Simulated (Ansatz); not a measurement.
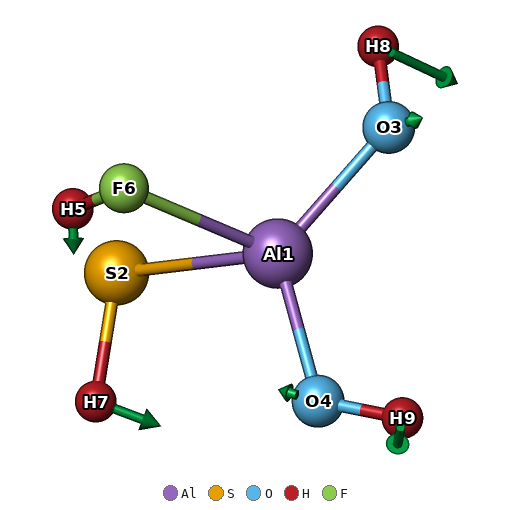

The arrows show one normal mode. Harmonic vibrations computed with RKS PBE0-D4/def2-TZVP (Ansatz 0.2.0) at a stationary point of the same level.

At what wavenumber does it lie?

162 cm⁻¹; it is mode 3 of 21 counted from the lowest.
